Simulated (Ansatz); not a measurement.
**BH2Br + NH3: a complex and its separated parts**

Aim: how far the complex at one end of a reaction step lies below its separated, relaxed parts, level by level.

Program: Ansatz 0.2.0, Gaussian basis. Level of theory: PBE0-D4/def2-TZVP structures, single points in def2-TZVPP, no counterpoise correction. These are calculated values, not measurements.

Levels: SPW92, PBE-D4, BLYP-D4, r2SCAN-D4, B97M-V, PBE0-D4, B3LYP-D4, r2SCAN0-D4, BHLYP-D4, CAM-B3LYP-D4, wB97X-V, wB97M-V, B2PLYP, PBE-QIDH, RPA on PBE, Hartree-Fock, MP2, CCSD, CCSD(T).

Correlated methods freeze the cores. Filled d shells of the heavier atoms are correlated. B3LYP uses VWN-RPA correlation. B2PLYP carries no dispersion term here.

94 further runs of the same task are left out: 94 set aside as unsound or not needed.

**1. The system as given**

The complex: 8 atoms, charge 0, spin multiplicity 1.

Atoms are counted from 1 here; the program's logs count them from 0.

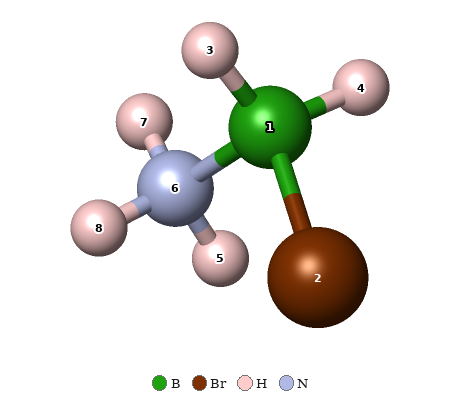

Start geometry, drawn with boron green, bromine brown, hydrogen pink, nitrogen light blue; atoms are numbered from 1 in the order of the file.

Geometry (Å):

```xyz
8
charge 0, multiplicity 1
B    -0.62063   -0.41086   -0.30129
Br   -1.01718    0.92560   -1.77217
H    -1.52376   -0.46234    0.48918
H    -0.25675   -1.46018   -0.75918
H     1.41982    0.36014   -0.18312
N     0.64534    0.23836    0.46442
H     0.95140   -0.34805    1.23693
H     0.40176    1.15723    0.82535
```

Its parts: BH2Br holds atoms 1, 2, 3, 4; NH3 holds atoms 5, 6, 7, 8. Each part counts its atoms afresh in its own runs.

**2. Relaxing BH2Br alone**

relax-a/in.yaml

```yaml
crystal:
  periodic: [false, false, false]
  atoms:
    - {symbol: B, position_ang: [-0.620634, -0.410857, -0.301295]}
    - {symbol: Br, position_ang: [-1.017179, 0.925596, -1.772168]}
    - {symbol: H, position_ang: [-1.523764, -0.462344, 0.489175]}
    - {symbol: H, position_ang: [-0.256747, -1.460175, -0.759183]}
basis:
  gaussian: {orbitals: def2-TZVP}
hamiltonian: {xc: pbe0, dispersion: d4}
relax: {f_tol: 0.005, max_steps: 200}
```

On the command line:

```
$ ansatz run in.yaml --threads 4 --pin off --events-out ev --progress --plain --max-ram 9574MiB
```

What it wrote, cut to the lines that bear on the results:

```text
Functional definition: PBE0
  name "PBE0"
  cite "Adamo & Barone, J. Chem. Phys. 110, 6158 (1999) doi:10.1063/1.478522"
  cite "Perdew, Burke & Ernzerhof, Phys. Rev. Lett. 77, 3865 (1996) doi:10.1103/PhysRevLett.77.3865"
  parent pbe
[...]
670 factors; their error is unknown
[...]
mean field -70745.72205904 eV, -2599.8573324970 hartree, gradient 1.4e-5 eV, S^2 0.000000; 0 other end points of the search recorded, 0 dependent functions left out
[...]
reference -70745.72208401 eV, -2599.8573334148 hartree; 21, 21 occupied and 70, 70 virtual orbitals, 670 factors
[...]
670 factors; their error is unknown
[...]
mean field -70746.46701057 eV, -2599.8847089609 hartree, gradient 1.6e-5 eV, S^2 0.000000; 1 other end points of the search recorded, 0 dependent functions left out
[...]
reference -70746.46703523 eV, -2599.8847098671 hartree; 21, 21 occupied and 70, 70 virtual orbitals, 670 factors
Total energy: -70746.50404919 eV, -2599.8860701048 hartree
Atom 0 at    -0.842035    -0.497877    -0.456481 Å, force    -0.000053     0.000508    -0.000460 eV/Å
Atom 1 at    -0.963433     0.914268    -1.708518 Å, force     0.000000     0.000024    -0.000019 eV/Å
Atom 2 at    -1.459451    -0.397783     0.554152 Å, force     0.000077    -0.000305     0.000190 eV/Å
Atom 3 at    -0.153405    -1.426388    -0.732624 Å, force    -0.000024    -0.000226     0.000289 eV/Å
Dipole moment:     0.007240    -0.084213     0.074665 e Å
```

It took 11 s on 4 threads of AMD EPYC, shared host.

Step by step:

| step | energy from step 1 (eV) | largest force component (eV/Å) |
| --- | --- | --- |
| 1 | 0.0000 | 2.8057 |
| 2 | -0.6309 | 0.9505 |
| 3 | -0.7339 | 0.5900 |
| 4 | -0.7444 | 0.1472 |
| 5 | -0.7450 | 0.0491 |
| 6 | -0.7450 | 0.0005 |

Distances of close pairs at the start and the end, largest changes first:

| bond | before (Å) | after (Å) | change (Å) |
| --- | --- | --- | --- |
| B1–Br2 | 2.027 | 1.891 | -0.135 |
| B1–H4 | 1.201 | 1.189 | -0.013 |
| B1–H3 | 1.201 | 1.189 | -0.013 |

**3. Relaxing NH3 alone**

relax-b/in.yaml

```yaml
crystal:
  periodic: [false, false, false]
  atoms:
    - {symbol: H, position_ang: [1.419824, 0.360144, -0.183121]}
    - {symbol: N, position_ang: [0.645340, 0.238355, 0.464422]}
    - {symbol: H, position_ang: [0.951403, -0.348051, 1.236925]}
    - {symbol: H, position_ang: [0.401757, 1.157229, 0.825346]}
basis:
  gaussian: {orbitals: def2-TZVP}
hamiltonian: {xc: pbe0, dispersion: d4}
relax: {f_tol: 0.005, max_steps: 200}
```

On the command line:

```
$ ansatz run in.yaml --threads 4 --pin off --events-out ev --progress --plain --max-ram 9574MiB
```

What it wrote, cut to the lines that bear on the results:

```text
[... 5 set-up lines as earlier in the session ...]
[...]
287 factors; their error is unknown
[...]
mean field -1537.79372580 eV, -56.5128770690 hartree, gradient 4.1e-6 eV, S^2 0.000000; 0 other end points of the search recorded, 0 dependent functions left out
[...]
Total energy: -1537.80844257 eV, -56.5134179003 hartree
Atom 0 at     1.419990     0.356819    -0.171064 Å, force     0.003817     0.000448    -0.003719 eV/Å
Atom 1 at     0.633811     0.235286     0.455207 Å, force    -0.003432    -0.001760    -0.002064 eV/Å
Atom 2 at     0.955536    -0.332816     1.229036 Å, force     0.001308    -0.003444     0.004044 eV/Å
Atom 3 at     0.408988     1.148388     0.830392 Å, force    -0.001693     0.004756     0.001739 eV/Å
Dipole moment:     0.276266     0.145952     0.163536 e Å
```

Wall time 2.1 s (4 threads of AMD EPYC, shared host).

The steps of the relaxation:

| step | energy from step 1 (eV) | largest force component (eV/Å) |
| --- | --- | --- |
| 1 | 0.0000 | 0.2538 |
| 2 | -0.0048 | 0.0719 |
| 3 | -0.0056 | 0.0251 |
| 4 | -0.0056 | 0.0048 |

Distances of close pairs at the start and the end, largest changes first:

| bond | before (Å) | after (Å) | change (Å) |
| --- | --- | --- | --- |
| N2–H3 | 1.017 | 1.012 | -0.005 |
| H1–N2 | 1.017 | 1.012 | -0.004 |
| N2–H4 | 1.017 | 1.012 | -0.004 |

**4. SPW92/def2-TZVPP**

parta/in.yaml

```yaml
crystal:
  periodic: [false, false, false]
  atoms:
    - {symbol: B, position_ang: [-0.842035, -0.497877, -0.456481]}
    - {symbol: Br, position_ang: [-0.963433, 0.914268, -1.708518]}
    - {symbol: H, position_ang: [-1.459451, -0.397783, 0.554152]}
    - {symbol: H, position_ang: [-0.153405, -1.426388, -0.732624]}
basis:
  gaussian: {orbitals: def2-TZVPP}
hamiltonian: {xc: lda}
```

partb/in.yaml

```yaml
crystal:
  periodic: [false, false, false]
  atoms:
    - {symbol: H, position_ang: [1.419990, 0.356819, -0.171064]}
    - {symbol: N, position_ang: [0.633811, 0.235286, 0.455207]}
    - {symbol: H, position_ang: [0.955536, -0.332816, 1.229036]}
    - {symbol: H, position_ang: [0.408988, 1.148388, 0.830392]}
basis:
  gaussian: {orbitals: def2-TZVPP}
hamiltonian: {xc: lda}
```

Each run has its own folder and the same command.

On the command line:

```
$ ansatz run in.yaml --threads 4 --pin off --events-out ev --progress --plain --max-ram 9574MiB
```

parta printed, cut to the lines that bear on the results:

```text
Functional definition: SPW92
  name "SPW92"
  cite "Dirac, Proc. Camb. Phil. Soc. 26, 376 (1930) doi:10.1017/S0305004100016108"
  cite "Slater, Phys. Rev. 81, 385 (1951) doi:10.1103/PhysRev.81.385"
  cite "Perdew & Wang, Phys. Rev. B 45, 13244 (1992) doi:10.1103/PhysRevB.45.13244"
[...]
663 factors; their error is unknown
[...]
mean field -70650.30487024 eV, -2596.3508154846 hartree, gradient 1.5e-5 eV, S^2 0.000000; 0 other end points of the search recorded, 0 dependent functions left out
reference -70650.30490069 eV, -2596.3508166038 hartree; 21, 21 occupied and 86, 86 virtual orbitals, 663 factors
Total energy: -70650.30490069 eV, -2596.3508166038 hartree
```

Log of partb, cut to the lines that bear on the results:

```text
[... 5 set-up lines as earlier in the session ...]
[...]
332 factors; their error is unknown
[...]
mean field -1526.58923399 eV, -56.1011195897 hartree, gradient 8.6e-5 eV, S^2 0.000000; 0 other end points of the search recorded, 0 dependent functions left out
reference -1526.58925339 eV, -56.1011203027 hartree; 5, 5 occupied and 68, 68 virtual orbitals, 332 factors
Total energy: -1526.58925339 eV, -56.1011203027 hartree
```

Times: 0.92 s (parta), 0.41 s (partb) on 4 threads of AMD EPYC, shared host.

**5. PBE-D4/def2-TZVPP**

The same edit goes into each in.yaml of step 4 (parta, partb):

```diff
-hamiltonian: {xc: lda}
+hamiltonian: {xc: pbe, dispersion: d4}
```

The same command starts each run, in its folder.

On the command line:

```
$ ansatz run in.yaml --threads 4 --pin off --events-out ev --progress --plain --max-ram 9574MiB
```

parta printed, cut to the lines that bear on the results:

```text
Functional definition: PBE
  name "PBE"
[... 2 set-up lines as earlier in the session ...]
[...]
663 factors; their error is unknown
[...]
mean field -70743.77855275 eV, -2599.7859099583 hartree, gradient 7.2e-6 eV, S^2 0.000000; 0 other end points of the search recorded, 0 dependent functions left out
reference -70743.77858508 eV, -2599.7859111461 hartree; 21, 21 occupied and 86, 86 virtual orbitals, 663 factors
Total energy: -70743.82334185 eV, -2599.7875559271 hartree
```

partb printed, cut to the lines that bear on the results:

```text
[... 4 set-up lines as earlier in the session ...]
[...]
332 factors; their error is unknown
[...]
mean field -1537.73141350 eV, -56.5105871342 hartree, gradient 5.7e-5 eV, S^2 0.000000; 0 other end points of the search recorded, 0 dependent functions left out
reference -1537.73143384 eV, -56.5105878820 hartree; 5, 5 occupied and 68, 68 virtual orbitals, 332 factors
Total energy: -1537.74281104 eV, -56.5110059862 hartree
```

They took 1.1 s (parta), 0.51 s (partb) on 4 threads of AMD EPYC, shared host.

**6. BLYP-D4/def2-TZVPP**

Each input of step 5 (parta, partb) changes in the same lines:

```diff
-hamiltonian: {xc: pbe, dispersion: d4}
+hamiltonian: {xc: {name: BLYP}, dispersion: d4}
```

Each run has its own folder and the same command.

On the command line:

```
$ ansatz run in.yaml --threads 4 --pin off --events-out ev --progress --plain --max-ram 9574MiB
```

Output in parta, cut to the lines that bear on the results:

```text
Functional definition: BLYP
  name "BLYP"
  cite "Becke, Phys. Rev. A 38, 3098 (1988) doi:10.1103/PhysRevA.38.3098"
  cite "Lee, Yang & Parr, Phys. Rev. B 37, 785 (1988) doi:10.1103/PhysRevB.37.785"
[...]
663 factors; their error is unknown
[...]
mean field -70755.90929202 eV, -2600.2317064037 hartree, gradient 5.2e-5 eV, S^2 0.000000; 0 other end points of the search recorded, 0 dependent functions left out
reference -70755.90956264 eV, -2600.2317163489 hartree; 21, 21 occupied and 86, 86 virtual orbitals, 663 factors
Total energy: -70756.01114516 eV, -2600.2354494378 hartree
```

Log of partb, cut to the lines that bear on the results:

```text
[... 4 set-up lines as earlier in the session ...]
[...]
332 factors; their error is unknown
[...]
mean field -1539.10779439 eV, -56.5611681993 hartree, gradient 5.3e-5 eV, S^2 0.000000; 0 other end points of the search recorded, 0 dependent functions left out
reference -1539.10797996 eV, -56.5611750188 hartree; 5, 5 occupied and 68, 68 virtual orbitals, 332 factors
Total energy: -1539.13542751 eV, -56.5621836974 hartree
```

They took 1.2 s (parta), 0.51 s (partb) on 4 threads of AMD EPYC, shared host.

**7. r2SCAN-D4/def2-TZVPP**

The same edit goes into each in.yaml of step 6 (parta, partb):

```diff
-hamiltonian: {xc: {name: BLYP}, dispersion: d4}
+hamiltonian: {xc: r2scan, dispersion: d4}
```

Each run has its own folder and the same command.

On the command line:

```
$ ansatz run in.yaml --threads 4 --pin off --events-out ev --progress --plain --max-ram 9574MiB
```

Output in parta, cut to the lines that bear on the results:

```text
Functional definition: r2SCAN
  name "r2SCAN"
  cite "Furness, Kaplan, Ning, Perdew & Sun, J. Phys. Chem. Lett. 11, 8208 (2020) doi:10.1021/acs.jpclett.0c02405"
  cite "Furness, Kaplan, Ning, Perdew & Sun, J. Phys. Chem. Lett. 11, 9248 (2020) doi:10.1021/acs.jpclett.0c03077"
  parent r2scan
[...]
663 factors; their error is unknown
[...]
mean field -70754.69558892 eV, -2600.1871036375 hartree, gradient 1.9e-5 eV, S^2 0.000000; 0 other end points of the search recorded, 0 dependent functions left out
reference -70754.69559839 eV, -2600.1871039856 hartree; 21, 21 occupied and 86, 86 virtual orbitals, 663 factors
Total energy: -70754.70500559 eV, -2600.1874496937 hartree
```

Output in partb, cut to the lines that bear on the results:

```text
[... 5 set-up lines as earlier in the session ...]
[...]
332 factors; their error is unknown
[...]
mean field -1538.76471106 eV, -56.5485601193 hartree, gradient 2.9e-5 eV, S^2 0.000000; 0 other end points of the search recorded, 0 dependent functions left out
reference -1538.76471752 eV, -56.5485603566 hartree; 5, 5 occupied and 68, 68 virtual orbitals, 332 factors
Total energy: -1538.76743029 eV, -56.5486600490 hartree
```

They took 2.2 s (parta), 1.1 s (partb) on 4 threads of AMD EPYC, shared host.

**8. B97M-V/def2-TZVPP**

Each input of step 7 (parta, partb) changes in the same lines:

```diff
-hamiltonian: {xc: r2scan, dispersion: d4}
+hamiltonian: {xc: {name: B97M-V}}
```

The same command starts each run, in its folder.

On the command line:

```
$ ansatz run in.yaml --threads 4 --pin off --events-out ev --progress --plain --max-ram 9574MiB
```

Log of parta, cut to the lines that bear on the results:

```text
Functional definition: B97M-V
  name "B97M-V"
  cite "Mardirossian & Head-Gordon, J. Chem. Phys. 142, 074111 (2015) doi:10.1063/1.4907719"
  cite "Becke, J. Chem. Phys. 107, 8554 (1997) doi:10.1063/1.475007"
  cite "Vydrov & Van Voorhis, J. Chem. Phys. 133, 244103 (2010) doi:10.1063/1.3521275"
  # Of w^i u^j: cxij and so on, Table III.
[...]
  gx(w, u) = cx00 + cx01*u + cx02*u^2 + (cx10 + cx11*u)*w
[...]
  gos(w, u) = cos00 + cos01*u + cos03*u^3 + cos10*w + cos32*w^3*u^2
[...]
      + integral(e_c_pw_mod_opposite_spin*gos(b97_w_opposite, b97_u_opposite)) + vv10(b, c)
663 factors; their error is unknown
[...]
mean field -70743.34001523 eV, -2599.7697940016 hartree, gradient 2.3e-5 eV, S^2 0.000000; 0 other end points of the search recorded, 0 dependent functions left out
reference -70743.34006271 eV, -2599.7697957463 hartree; 21, 21 occupied and 86, 86 virtual orbitals, 663 factors
Total energy: -70743.34006271 eV, -2599.7697957463 hartree
```

Log of partb, cut to the lines that bear on the results:

```text
[... 5 set-up lines as earlier in the session ...]
  # Of w^i u^j: cxij and so on, Table III.
[...]
  gx(w, u) = cx00 + cx01*u + cx02*u^2 + (cx10 + cx11*u)*w
[...]
  gos(w, u) = cos00 + cos01*u + cos03*u^3 + cos10*w + cos32*w^3*u^2
[...]
      + integral(e_c_pw_mod_opposite_spin*gos(b97_w_opposite, b97_u_opposite)) + vv10(b, c)
332 factors; their error is unknown
[...]
mean field -1539.38754095 eV, -56.5714486955 hartree, gradient 4.5e-5 eV, S^2 0.000000; 0 other end points of the search recorded, 0 dependent functions left out
reference -1539.38757377 eV, -56.5714499016 hartree; 5, 5 occupied and 68, 68 virtual orbitals, 332 factors
Total energy: -1539.38757377 eV, -56.5714499016 hartree
```

They took 3.9 s (parta), 1.3 s (partb) on 4 threads of AMD EPYC, shared host.

**9. PBE0-D4/def2-TZVPP**

Each input of step 8 (parta, partb) changes in the same lines:

```diff
-hamiltonian: {xc: {name: B97M-V}}
+hamiltonian: {xc: pbe0, dispersion: d4}
+output: {orbitals: {seedname: orbitals}}
```

Each run has its own folder and the same command.

On the command line:

```
$ ansatz run in.yaml --threads 4 --pin off --events-out ev --progress --plain --max-ram 9574MiB
```

parta printed, cut to the lines that bear on the results:

```text
[... 5 set-up lines as earlier in the session ...]
[...]
700 factors; their error is unknown
[...]
mean field -70746.47683011 eV, -2599.8850698224 hartree, gradient 1.6e-5 eV, S^2 0.000000; 0 other end points of the search recorded, 0 dependent functions left out
reference -70746.47685471 eV, -2599.8850707262 hartree; 21, 21 occupied and 86, 86 virtual orbitals, 700 factors
Total energy: -70746.51386866 eV, -2599.8864309639 hartree
```

Output in partb, cut to the lines that bear on the results:

```text
[... 5 set-up lines as earlier in the session ...]
[...]
332 factors; their error is unknown
[...]
mean field -1537.87185865 eV, -56.5157483984 hartree, gradient 6.8e-6 eV, S^2 0.000000; 0 other end points of the search recorded, 0 dependent functions left out
reference -1537.87187456 eV, -56.5157489832 hartree; 5, 5 occupied and 68, 68 virtual orbitals, 332 factors
Total energy: -1537.88098973 eV, -56.5160839593 hartree
```

They took 1.4 s (parta), 0.55 s (partb) on 4 threads of AMD EPYC, shared host.

**10. B3LYP-D4/def2-TZVPP**

Each input of step 9 (parta, partb) changes in the same lines:

```diff
-hamiltonian: {xc: pbe0, dispersion: d4}
-output: {orbitals: {seedname: orbitals}}
+hamiltonian: {xc: {name: B3LYP}, dispersion: d4}
```

One command serves all of them, each in its own folder.

On the command line:

```
$ ansatz run in.yaml --threads 4 --pin off --events-out ev --progress --plain --max-ram 9574MiB
```

Log of parta, cut to the lines that bear on the results:

```text
Functional definition: B3LYP
  name "B3LYP"
  cite "Stephens, Devlin, Chabalowski & Frisch, J. Phys. Chem. 98, 11623 (1994) doi:10.1021/j100096a001"
[... 2 set-up lines as earlier in the session ...]
  cite "Vosko, Wilk & Nusair, Can. J. Phys. 58, 1200 (1980) doi:10.1139/p80-159"
[...]
700 factors; their error is unknown
[...]
mean field -70756.68506252 eV, -2600.2602154439 hartree, gradient 1.4e-5 eV, S^2 0.000000; 0 other end points of the search recorded, 0 dependent functions left out
reference -70756.68526633 eV, -2600.2602229338 hartree; 21, 21 occupied and 86, 86 virtual orbitals, 700 factors
Total energy: -70756.75925452 eV, -2600.2629419496 hartree
```

Output in partb, cut to the lines that bear on the results:

```text
[... 6 set-up lines as earlier in the session ...]
[...]
332 factors; their error is unknown
[...]
mean field -1539.85468980 eV, -56.5886160991 hartree, gradient 2.4e-5 eV, S^2 0.000000; 0 other end points of the search recorded, 0 dependent functions left out
reference -1539.85482941 eV, -56.5886212298 hartree; 5, 5 occupied and 68, 68 virtual orbitals, 332 factors
Total energy: -1539.87288907 eV, -56.5892849099 hartree
```

Times: 1.4 s (parta), 0.55 s (partb) on 4 threads of AMD EPYC, shared host.

**11. r2SCAN0-D4/def2-TZVPP**

The same edit goes into each in.yaml of step 10 (parta, partb):

```diff
-hamiltonian: {xc: {name: B3LYP}, dispersion: d4}
+hamiltonian: {xc: {name: r2SCAN0}, dispersion: d4}
```

Each run has its own folder and the same command.

On the command line:

```
$ ansatz run in.yaml --threads 4 --pin off --events-out ev --progress --plain --max-ram 9574MiB
```

Output in parta, cut to the lines that bear on the results:

```text
Functional definition: r2SCAN0
  name "r2SCAN0"
  cite "Bursch, Neugebauer, Ehlert & Grimme, J. Chem. Phys. 156, 134105 (2022) doi:10.1063/5.0086040"
[... 3 set-up lines as earlier in the session ...]
[...]
700 factors; their error is unknown
[...]
mean field -70754.67231405 eV, -2600.1862483017 hartree, gradient 1.9e-5 eV, S^2 0.000000; 0 other end points of the search recorded, 0 dependent functions left out
reference -70754.67232157 eV, -2600.1862485782 hartree; 21, 21 occupied and 86, 86 virtual orbitals, 700 factors
Total energy: -70754.68370356 eV, -2600.1866668586 hartree
```

partb printed, cut to the lines that bear on the results:

```text
[... 6 set-up lines as earlier in the session ...]
[...]
332 factors; their error is unknown
[...]
mean field -1538.56934179 eV, -56.5413804310 hartree, gradient 4.4e-5 eV, S^2 0.000000; 0 other end points of the search recorded, 0 dependent functions left out
reference -1538.56934688 eV, -56.5413806179 hartree; 5, 5 occupied and 68, 68 virtual orbitals, 332 factors
Total energy: -1538.57234799 eV, -56.5414909069 hartree
```

They took 2.5 s (parta), 0.97 s (partb) on 4 threads of AMD EPYC, shared host.

**12. BHLYP-D4/def2-TZVPP**

Each input of step 11 (parta, partb) changes in the same lines:

```diff
-hamiltonian: {xc: {name: r2SCAN0}, dispersion: d4}
+hamiltonian: {xc: {name: BHLYP}, dispersion: d4}
```

One command serves all of them, each in its own folder.

On the command line:

```
$ ansatz run in.yaml --threads 4 --pin off --events-out ev --progress --plain --max-ram 9574MiB
```

Log of parta, cut to the lines that bear on the results:

```text
Functional definition: BHLYP
  name "BHLYP"
  cite "Becke, J. Chem. Phys. 98, 1372 (1993) doi:10.1063/1.464304"
[... 2 set-up lines as earlier in the session ...]
[...]
782 factors; their error is unknown
[...]
mean field -70755.14771252 eV, -2600.2037188736 hartree, gradient 2.8e-5 eV, S^2 0.000000; 0 other end points of the search recorded, 0 dependent functions left out
reference -70755.14785223 eV, -2600.2037240076 hartree; 21, 21 occupied and 86, 86 virtual orbitals, 782 factors
Total energy: -70755.20691647 eV, -2600.2058945787 hartree
```

partb printed, cut to the lines that bear on the results:

```text
[... 5 set-up lines as earlier in the session ...]
[...]
346 factors; their error is unknown
[...]
mean field -1538.73576178 eV, -56.5474962530 hartree, gradient 7.6e-5 eV, S^2 0.000000; 0 other end points of the search recorded, 0 dependent functions left out
reference -1538.73585843 eV, -56.5474998047 hartree; 5, 5 occupied and 68, 68 virtual orbitals, 346 factors
Total energy: -1538.74655790 eV, -56.5478930030 hartree
```

Wall times: 2.5 s (parta), 0.56 s (partb) on 4 threads of AMD EPYC, shared host.

(Part 1 of 2 ends here.)
